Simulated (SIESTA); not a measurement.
**How far to go with the SCF threshold: InP (R3m, 2 atoms in the cell)**

```
InP
1.0
    0.00000     2.92619     2.92619
    2.92619     0.00000     2.92619
    2.92619     2.92619     0.00000
In P
1 1
Direct
  0.00493   0.00493   0.00493
  0.25000   0.25000   0.25000
```

Method: LDA PW92, numerical atomic orbitals DZP, PseudoDojo LDA standard norm-conserving potentials (rewritten from UPF to PSML) in SIESTA 5.4.2.

Base settings: XC.functional = LDA; XC.authors = PW92; potentials = PseudoDojo LDA standard; PAO.BasisSize = DZP; PAO.EnergyShift = 0.01 Ry; MeshCutoff = 350 Ry; kgrid.MonkhorstPack = 7 7 7; OccupationFunction = FD; ElectronicTemperature = 20 meV; MaxSCFIterations = 150.

In this ladder: SCF.DM.Tolerance = default; SCF.DM.Converge = false; SCF.H.Converge = false; SCF.FreeE.Converge = true.

The mesh stays at the base's, so the ladder's end is converged at best in this setting alone.

Only quantities that move along the ladder and can be compared are tabulated.

The starting cell has typed, rounded lattice constants, without a prior relaxation at this level. Its lattice was rescaled by up to half a per cent. One atom was moved a little off its site on purpose. Values carry the incompleteness of an atom-centred basis.

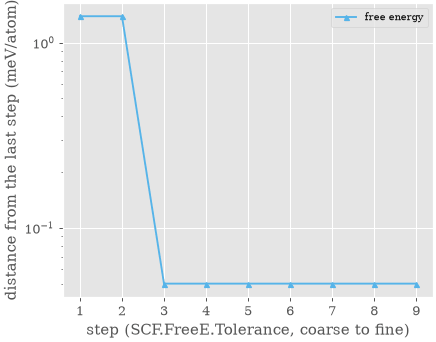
Distance from the last step along the ladder; very small values are drawn at a floor.

| SCF.FreeE.Tolerance | free energy less the last step's (meV/atom) | pressure (GPa) | largest difference of a force vector from the last step's (eV/Å) | gap on the mesh (eV) |
|---|---|---|---|---|
| 1.0E-01 eV | 1.39 | -1.10 | 0.009 | 0.635 |
| 1.0E-02 eV | 1.39 | -1.10 | 0.009 | 0.635 |
| 1.0E-03 eV | 0.00 | -1.41 | 0.001 | 0.664 |
| 1.0E-04 eV | 0.01 | -1.37 | 0.001 | 0.660 |
| 1.0E-05 eV | 0.00 | -1.39 | 0.000 | 0.662 |
| 1.0E-06 eV | 0.00 | -1.39 | 0.000 | 0.662 |
| 1.0E-07 eV | 0.00 | -1.39 | 0.000 | 0.662 |
| 1.0E-08 eV | 0.00 | -1.39 | 0.000 | 0.662 |
| 1.0E-10 eV | 0.00 | -1.39 | 0.000 | 0.662 |
| 1.0E-12 eV | 0.00 | -1.39 | 0.000 | 0.662 |

Coarsest SCF.FreeE.Tolerance that holds the forces within 0.005 eV/Å of the last step, with all finer ones: 1.0E-03 eV; the step before is off by 0.009 eV/Å.

Coarsest SCF.FreeE.Tolerance that holds the pressure within 0.05 GPa of the last step, with all finer ones: 1.0E-03 eV; the step before is off by 0.29 GPa.

Coarsest SCF.FreeE.Tolerance that holds the gap on the mesh within 0.01 eV of the last step, with all finer ones: 1.0E-03 eV; the step before is off by 0.027 eV.

Two neighbours can agree and both be off: 1.0E-01 eV and 1.0E-02 eV differ by 0.00 GPa in the pressure, yet lie about 0.29 GPa from the last step.
